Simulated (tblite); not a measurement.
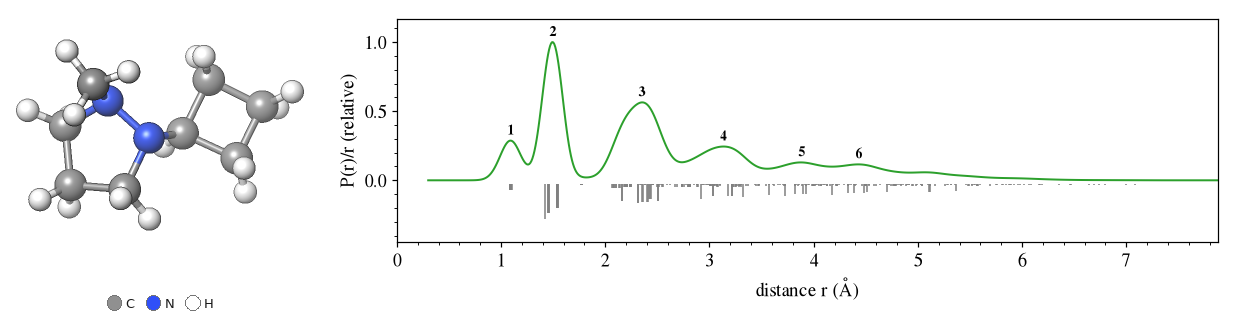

Simulated gas electron diffraction: radial distribution curve of C8H16N2. Each pair of atoms contributes with weight ZᵢZⱼ/r (bars below the curve); damping constant 0.002 Å²; vibrational amplitudes assumed, not computed: 0.05 Å for bonds, 0.078 Å for bonds to H, 0.06 + 0.015 r up to 0.15 Å for other pairs. The geometry is the end point of an optimisation (tblite 0.8.0, GFN2-xTB geometry optimisation, gas phase); it may be a saddle point or a higher isomer. SMILES: CN1CCCN1C1CCC1.

Q: Which pairs of atoms lie under the numbered peaks? Mark bonded pairs by – and others by ···.

A: Peak 1, 1.09 Å: C–H 1.09–1.10 Å (×16)
Peak 2, 1.49 Å: N–N 1.42 Å, N–C 1.45–1.46 Å (×4), C–C 1.54 Å (×6), not resolved
Peak 3, 2.35 Å: C···C 2.16–2.43 Å (×5), C···H 2.18–2.51 Å (×24), N···C 2.31–2.51 Å (×8), not resolved
Peak 4, 3.13 Å: C···H 2.88–3.37 Å (×18), N···C 2.92–3.32 Å (×2), C···C 3.04–3.22 Å (×5), N···H 3.08–3.30 Å (×10), not resolved; in its flanks C···H 2.76–3.54 Å
Peak 5, 3.88 Å: C···H 3.62–4.13 Å (×15), N···C 3.73–4.18 Å (×2), C···C 3.82–3.92 Å (×3), not resolved; in its flanks C···C 3.57 Å
Peak 6, 4.43 Å: C···H 4.22–4.76 Å (×16), C···C 4.33–4.71 Å (×5), not resolved; in its flanks C···H 4.77–4.89 Å
